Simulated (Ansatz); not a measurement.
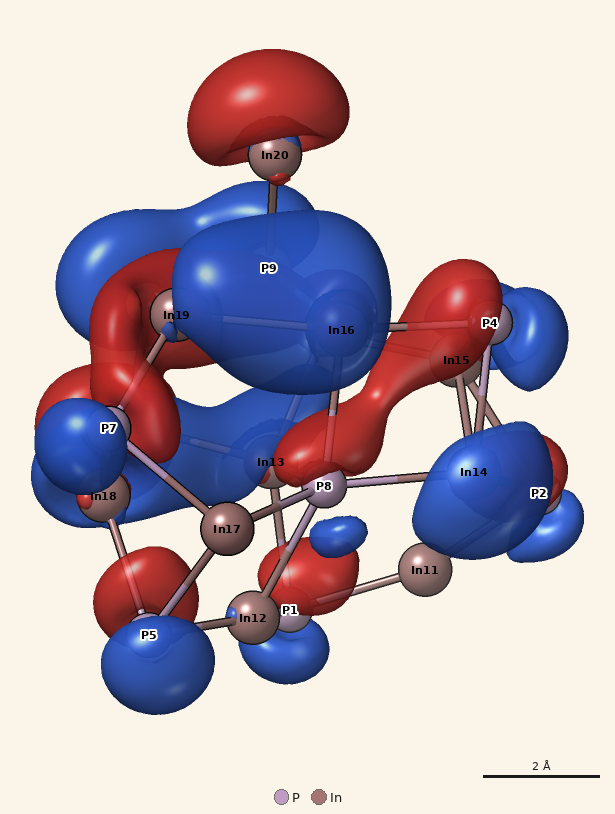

In10P10 (In10P10 zinc blende bond disc) (charge +1, doublet). The HOMO−1 (β) at ±0.05 Å⁻³ᐟ² (blue and red are the two phases), seen at a tilt.

Geometry: PBE-D4/def2-SVP; core potentials replace the inner electrons of In.

The calculation used UKS PBE0-D4/def2-SVP (Ansatz).

```xyz
20

P    -2.8182   -2.8229    0.3546
P    -4.3050    1.4671   -1.3146
P    -1.5736    1.2545    2.5586
P    -1.0605    3.6612   -1.3014
P     1.3512   -3.9694   -1.8151
P     0.9378   -1.7670    2.3436
P     4.1094   -1.3359   -0.8615
P    -0.1310   -0.2391   -1.4520
P     0.5571    1.8477    2.3242
P     1.9314    0.1605    2.7224
In   -3.8580   -0.8307   -0.6550
In   -0.8168   -2.9240   -1.2603
In   -1.1356   -0.8736    1.1559
In   -1.8622    1.4483   -2.4046
In   -2.5118    2.4276    0.4434
In    0.8112    2.0991   -0.4412
In    2.1311   -1.4835   -2.6671
In    2.2579   -2.6511    0.2834
In    3.3451    0.7432    0.3659
In    2.6405    3.7882    1.6206
```

### Where does this orbital lie, and at what energy?

By Hirshfeld shares it lies mainly on P6 (about 10 %), P10 (about 10 %), In16 (about 10 %), In19 (about 10 %), In20 (about 10 %) and P9 (about 5 %). Its energy is −8.44 eV.
